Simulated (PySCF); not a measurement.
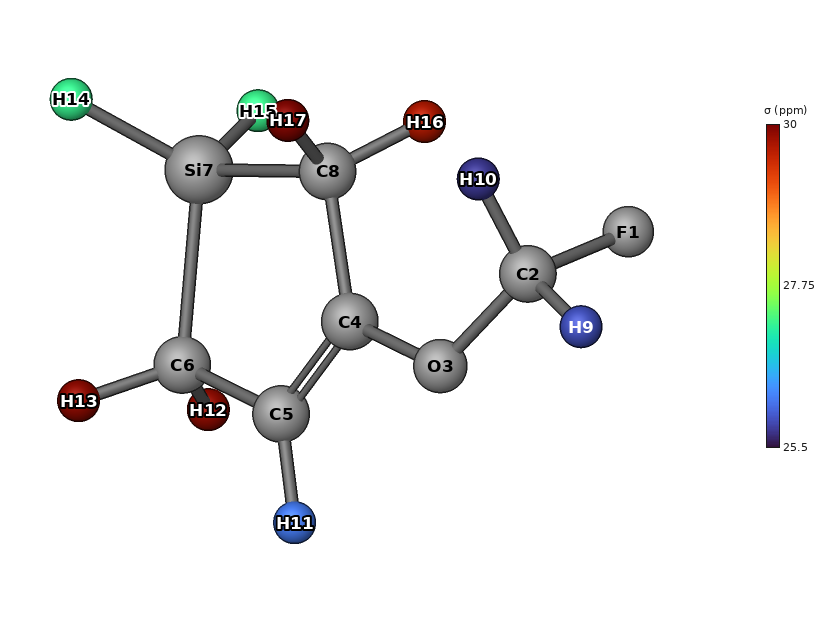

Atoms are coloured by their isotropic NMR shieldings (H only, the others grey). Computed geometry: GFN2-xTB optimisation. No frequency run is at hand to confirm it as a minimum. Level of theory: GIAO PBE0/pcSseg-1 NMR shielding, non-relativistic, gas phase (PySCF 2.14.0).

List the isotropic NMR shieldings of the H atoms.

```
atom  σ (ppm)
  H9    25.92
 H10    25.75
 H11    26.19
 H12    29.85
 H13    29.88
 H14    27.23
 H15    27.24
 H16    29.67
 H17    29.94
```

The geometry is semi-empirical. Around Si such bond lengths and angles can be off by a tenth of an ångström or more and by several degrees, and values that hang on the shape move with them.
